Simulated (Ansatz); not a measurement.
**doublet [SnH2F2]+ at 6 levels**

Aim: a comparison of 6 runs (UHF/3-21G, UHF/def2-SVP, U-r2SCAN/def2-SVP, UPBE-QIDH/def2-SVP, USVWN5/def2-SVP, UMP2/def2-SVP) of doublet [SnH2F2]+. 

The results are computed with Ansatz 0.2.0.

44 further runs of the same task are left out: 44 set aside as unsound or not needed.

## 1. The molecule

The species is [SnH2F2]+ (5 atoms), meant as a doublet with charge +1. As SMILES of the parent species, `[F][SnH2][F]`. The coordinates come from a PBE0-D4/def2-TZVP relaxation. That shape belongs to the parent species and isn't relaxed for this state.

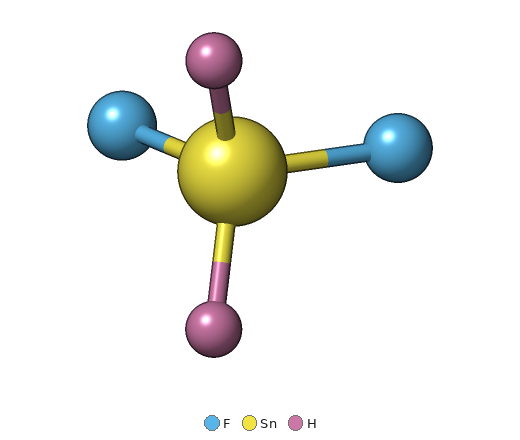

The structure, seen from a chosen angle (fluorine blue, tin yellow, hydrogen pink).

## 2. A single-point energy at UHF/3-21G (run 1)

The input, molecule.yaml:

```yaml
crystal:
  periodic: [false, false, false]
  atoms:
    - {symbol: F, position_ang: [-0.343500, -0.356300, 1.741400]}
    - {symbol: Sn, position_ang: [0.128900, -0.073200, -0.086200]}
    - {symbol: F, position_ang: [-1.231200, 1.110700, -0.712400]}
    - {symbol: H, position_ang: [-0.087400, -1.547100, -0.889100]}
    - {symbol: H, position_ang: [1.583200, 0.792100, -0.095000]}
basis:
  gaussian:
    orbitals: 3-21G-spherical.json
output: {orbitals: {seedname: orbitals}}
magnetization:
  spin_polarized: true
  initial_magnetization: 1
total_charge: 1
accuracy: high
hamiltonian:
  xc: hf
```

The basis set 3-21G is read from a file made from the Basis Set Exchange's data (not shown).

On the command line:

```sh
$ ansatz run molecule.yaml --threads 1 --pin off --max-ram 3480MiB --events-out events.jsonl --progress --plain --runs-dir runs
```

The log of the run:

```text
Warning: RAYON_NUM_THREADS=1 ignored (pool sized by the plan → 1); use --threads N
Functional definition: HF
  name "HF"
  exchange = exact_x
  correlation = 0
1043 factors; integrals over basis functions are off by at most 8.7e-9 eV
mean field evaluation 1: about -168560.9462 eV, gradient 5.1e1 eV
mean field evaluation 2: about -168560.9825 eV, gradient 5.1e1 eV
mean field evaluation 4: about -168569.9828 eV, gradient 2.9e0 eV
mean field evaluation 8: about -168570.1975 eV, gradient 4.5e-1 eV
mean field evaluation 16: about -168570.2094 eV, gradient 3.1e-7 eV
mean field evaluation 32: about -168569.5721 eV, gradient 3.6e0 eV
mean field evaluation 64: about -168569.5523 eV, gradient 3.5e0 eV
mean field evaluation 96: about -168570.8597 eV, gradient 9.2e-3 eV
mean field evaluation 128: about -168569.2967 eV, gradient 6.4e-1 eV
mean field evaluation 160: about -168565.1368 eV, gradient 1.1e1 eV
mean field evaluation 192: about -168570.8593 eV, gradient 3.6e-3 eV
mean field evaluation 224: about -168570.7137 eV, gradient 1.5e0 eV
mean field evaluation 256: about -168569.9911 eV, gradient 4.6e-1 eV
mean field evaluation 288: about -168570.7443 eV, gradient 6.4e-3 eV
mean field -168570.85968887 eV, -6194.8648321333 hartree, gradient 2.7e-8 eV, S^2 0.754104; 3 other end points of the search recorded, 0 dependent functions left out
reference -168570.85968887 eV, -6194.8648321333 hartree; 35, 34 occupied and 18, 19 virtual orbitals, 1043 factors
Total energy: -168570.85968887 eV, -6194.8648321333 hartree
```

Run time: 24 s. Hardware: 1 thread of Intel Xeon Platinum 8259CL at 2.50GHz (Skylake/Cascade Lake), shared host; peak memory 0.2 GiB.

## 3. A single-point energy at UHF/def2-SVP (core potential) (run 2)

The input, job.yaml:

```yaml
crystal:
  periodic: [false, false, false]
  atoms:
    - symbol: F
      position_ang: [-0.343500, -0.356300, 1.741400]
    - symbol: Sn
      position_ang: [0.128900, -0.073200, -0.086200]
    - symbol: F
      position_ang: [-1.231200, 1.110700, -0.712400]
    - symbol: H
      position_ang: [-0.087400, -1.547100, -0.889100]
    - symbol: H
      position_ang: [1.583200, 0.792100, -0.095000]
basis:
  gaussian:
    orbitals: def2-SVP
total_charge: 1
magnetization:
  spin_polarized: true
  initial_magnetization: 1
hamiltonian:
  xc: hf
accuracy: high
output: {orbitals: {seedname: orbitals}}
```

On the command line:

```sh
$ ansatz run job.yaml --threads 1 --pin off --max-ram 3480MiB --events-out events.jsonl --progress --plain --runs-dir runs
```

The log of the run (excerpt; [...] marks lines left out):

```text
Warning: RAYON_NUM_THREADS=1 ignored (pool sized by the plan → 1); use --threads N
[... 2 set-up lines as earlier in the session ...]
[...]
1430 factors; integrals over basis functions are off by at most 3.4e-9 eV
[...]
mean field -11232.92407293 eV, -412.8023457309 hartree, gradient 1.6e-8 eV, S^2 0.758127; 3 other end points of the search recorded, 0 dependent functions left out
reference -11232.92407293 eV, -412.8023457309 hartree; 21, 20 occupied and 43, 44 virtual orbitals, 1430 factors
Total energy: -11232.92407293 eV, -412.8023457309 hartree
```

Wall time 19 s (1 thread of Intel Xeon Platinum 8259CL at 2.50GHz (Skylake/Cascade Lake), shared host); peak memory 0.25 GiB.

Run 3 isn't shown in full; the table further down has it.

## 4. A single-point energy at UPBE-QIDH/def2-SVP (core potential) (run 4)

The input, run.yaml:

```yaml
crystal:
  periodic: [false, false, false]
  atoms:
    - symbol: F
      position_ang: [-0.343500, -0.356300, 1.741400]
    - symbol: Sn
      position_ang: [0.128900, -0.073200, -0.086200]
    - symbol: F
      position_ang: [-1.231200, 1.110700, -0.712400]
    - symbol: H
      position_ang: [-0.087400, -1.547100, -0.889100]
    - symbol: H
      position_ang: [1.583200, 0.792100, -0.095000]
basis:
  gaussian:
    orbitals: def2-SVP
total_charge: 1
magnetization:
  spin_polarized: true
  initial_magnetization: 1
hamiltonian:
  xc: {name: PBE-QIDH}
correlation:
  frozen_orbitals: {F: 1, H: 0, Sn: 4}
accuracy: high
output: {orbitals: {seedname: orbitals}}
```

On the command line:

```sh
$ ansatz run run.yaml --threads 1 --pin off --max-ram 3480MiB --events-out events.jsonl --progress --plain --runs-dir runs
```

The log of the run (excerpt; [...] marks lines left out):

```text
Warning: RAYON_NUM_THREADS=1 ignored (pool sized by the plan → 1); use --threads N
Functional definition: PBE-QIDH
  name "PBE-QIDH"
[...]
1430 factors; integrals over basis functions are off by at most 3.4e-9 eV
[...]
mean field -11262.00638137 eV, -413.8711008533 hartree, gradient 8.7e-8 eV, S^2 0.805804; 4 other end points of the search recorded, 0 dependent functions left out
6 core orbitals not correlated: weight in the atoms' cores, before any rotation towards them, 1.000 or more for the frozen orbitals, at most 0.000 for the correlated occupied ones
reference -11262.00638251 eV, -413.8711008953 hartree; 15, 14 occupied and 43, 44 virtual orbitals, 1430 factors
second order -15.33527017 eV of doubles, -0.00000000 eV of singles
Total energy: -11267.11813924 eV, -414.0589544900 hartree
```

Wall time 28 s (1 thread of Intel Xeon Platinum 8259CL at 2.50GHz (Skylake/Cascade Lake), shared host); peak memory 0.35 GiB.

Run 5 isn't shown in full; the table further down has it.

## 5. The energy at UMP2/def2-SVP (core potential) (run 6)

Changes to job.yaml since step 3:

```diff
@@ -14,11 +14,6 @@
 basis:
-  gaussian:
-    orbitals: def2-SVP
+  gaussian: {orbitals: def2-SVP}
 total_charge: 1
-magnetization:
-  spin_polarized: true
-  initial_magnetization: 1
-hamiltonian:
-  xc: hf
+magnetization: {spin_polarized: true, initial_magnetization: 1}
+correlation: {method: mp2, frozen_orbitals: {F: 1, H: 0, Sn: 4}}
 accuracy: high
-output: {orbitals: {seedname: orbitals}}
```

On the command line:

```sh
$ ansatz run job.yaml --threads 1 --pin off --max-ram 3480MiB --events-out events.jsonl --progress --plain --runs-dir runs
```

The log of the run (excerpt; [...] marks lines left out):

```text
Warning: RAYON_NUM_THREADS=1 ignored (pool sized by the plan → 1); use --threads N
[... 2 set-up lines as earlier in the session ...]
[...]
1430 factors; integrals over basis functions are off by at most 3.4e-9 eV
[...]
mean field -11232.92407293 eV, -412.8023457309 hartree, gradient 3.8e-8 eV, S^2 0.758127; 13 other end points of the search recorded, 0 dependent functions left out
6 core orbitals not correlated: weight in the atoms' cores, before any rotation towards them, 1.000 or more for the frozen orbitals, at most 0.000 for the correlated occupied ones
reference -11232.92407293 eV, -412.8023457309 hartree; 15, 14 occupied and 43, 44 virtual orbitals, 1430 factors
second order -11.86276374 eV of doubles, -0.00000000 eV of singles
Total energy: -11244.78683667 eV, -413.2382942574 hartree
```

Run time: 18 s. Hardware: 1 thread of Intel Xeon Platinum 8259CL at 2.50GHz (Skylake/Cascade Lake), shared host; peak memory 0.25 GiB.

## 6. All runs side by side

```tsv
run	level	core potential	frozen core orbitals	energy (Eh)	HOMO energy (eV)	LUMO energy (eV)	⟨S²⟩	wall time
1	UHF/3-21G	none	–	-6194.864832	-19.00	-8.94	0.754	24 s
2	UHF/def2-SVP (core potential)	def2-SVP	–	-412.802346	-19.24	-9.43	0.758	19 s
3	U-r2SCAN/def2-SVP (core potential)	def2-SVP	–	-414.614698	-15.93	-15.06	0.764	17 s
4	UPBE-QIDH/def2-SVP (core potential)	def2-SVP	6	-414.058954	-19.57	-13.31	0.806	28 s
5	USVWN5/def2-SVP (core potential)	def2-SVP	–	-413.006813	-15.73	-15.08	0.754	5.7 s
6	UMP2/def2-SVP (core potential)	def2-SVP	6	-413.238294	–	–	0.758	18 s
```

## 7. Summary of results

| quantity | value |
| --- | --- |
| run 6: total energy | -413.23829 Eh |
| run 6: correlation energy (6 core orbitals frozen) | -435.9 mEh |
| run 6: ⟨S²⟩ of the reference determinant | 0.758 |

Totals of different functionals can't be ranked against each other. Some runs of one species differ in core potentials or relativity; totals across that change don't compare. In run 1 relativity is left out where basis or elements ask for it. All runs together took 1.8 min, the longest 28 s.
